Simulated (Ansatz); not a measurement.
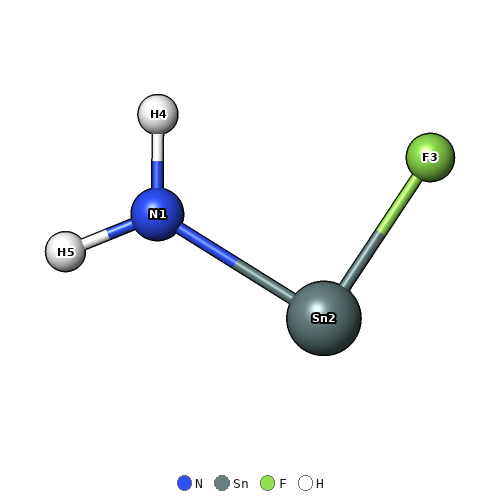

The system is FH₂NSn, SMILES [NH2][Sn][F]; the picture shows the reference structure. First axis: umbrella angle at N1 (between each of its bonds and their common axis; 90 is planar). Second axis: change of the bonds N1–Sn2, N1–H4, N1–H5, all alike. Nothing is relaxed (all other coordinates rigid). The scan uses a 15 × 15 grid; 120 points were computed and 105 follow by symmetry. Points are written as (first, second). Energies: kJ/mol, counted from the lowest grid point. The calculation used RKS CAM-B3LYP-D4/def2-TZVP (Ansatz).

Its coordinates:

```tsv
atom	x (Å)	y (Å)	z (Å)
N	-0.5471	0.3336	-0.4064
Sn	-0.2621	-1.0459	1.0152
F	1.6537	-0.6776	1.0758
H	0.2180	0.8795	-0.7750
H	-1.4258	0.5741	-0.8373
```

Range: umbrella angle at N1 (between each of its bonds and their common axis; 90 is planar) from 66.0 to 114.0°; change of the bonds N1–Sn2, N1–H4, N1–H5, all alike from −0.147 to 0.228 Å.

Predict the map.

Answer. The lowest grid point is at (90.0°, 0.013 Å). It is the only kind of minimum in the scanned range. The highest grid point, (66.0°, −0.147 Å), lies 221 kJ/mol above the lowest. Round the minimum the two coordinates are nearly uncoupled.

```csv
"second ↓, first →",66.0,69.4,72.9,76.3,79.7,83.1,86.6,90.0,93.4,96.9,100.3,103.7,107.1,110.6,114.0
0.228,172,171,172,174,177,179,181,181,181,179,177,174,172,171,172
0.201,143,141,141,143,144,146,147,148,147,146,144,143,141,141,143
0.174,116,113,112,113,114,115,116,116,116,115,114,113,112,113,116
0.147,91,87,85,85,85,86,86,87,86,86,85,85,85,87,91
0.121,71,66,63,61,61,61,61,61,61,61,61,61,63,66,71
0.094,53,47,43,40,39,39,39,39,39,39,39,40,43,47,53
0.067,40,32,27,24,22,21,20,20,20,21,22,24,27,32,40
0.040,32,23,16,12,10,8,7,7,7,8,10,12,16,23,32
0.013,30,20,12,7,4,2,0,0,0,2,4,7,12,20,30
−0.013,35,24,15,9,5,2,1,0,1,2,5,9,15,24,35
−0.040,49,36,26,19,14,11,9,8,9,11,14,19,26,36,49
−0.067,73,59,47,39,34,30,28,27,28,30,34,39,47,59,73
−0.094,109,93,80,71,65,60,58,57,58,60,65,71,80,93,109
−0.121,158,141,127,117,110,105,102,101,102,105,110,117,127,141,158
−0.147,221,202,187,176,168,162,159,158,159,162,168,176,187,202,221
```

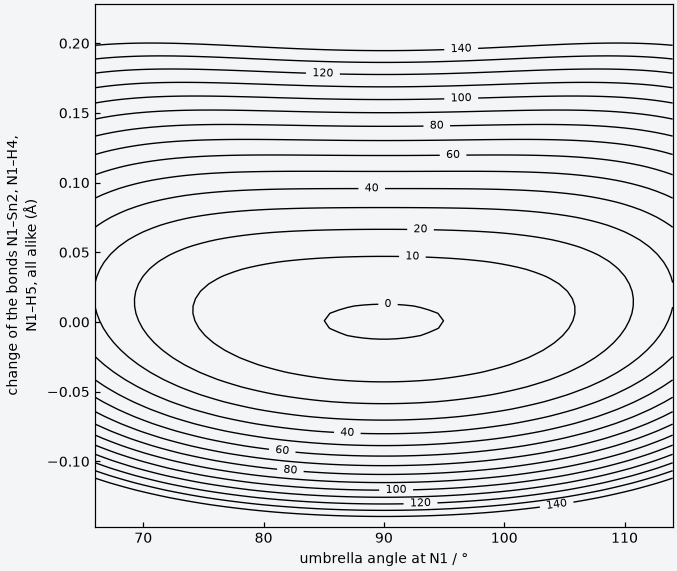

In the figure: contour lines labelled in kJ/mol (none above 140). Between grid points the surface is interpolated.

Time for the 120 points that were run: 15 min on 1 thread of Arm Neoverse N1, with other jobs on the host.
